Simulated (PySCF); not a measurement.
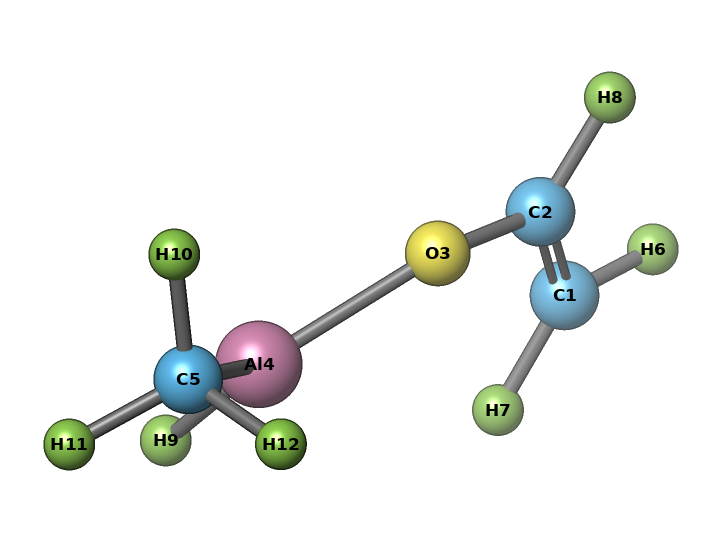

Al4 lies behind C5. The molecule seen a little off the C5–Al4 bond, C5 in front. Distant atoms are faded towards the background colour. The computed structure is the end point of a PBE0-D3(BJ)/def2-SVP optimisation. No frequency run is at hand to confirm it as a minimum.

Q: What is the torsion angle H10–C5–Al4–O3? The sign is positive where the front bond must turn clockwise to cover the back bond.

A: 56°, synclinal (gauche).
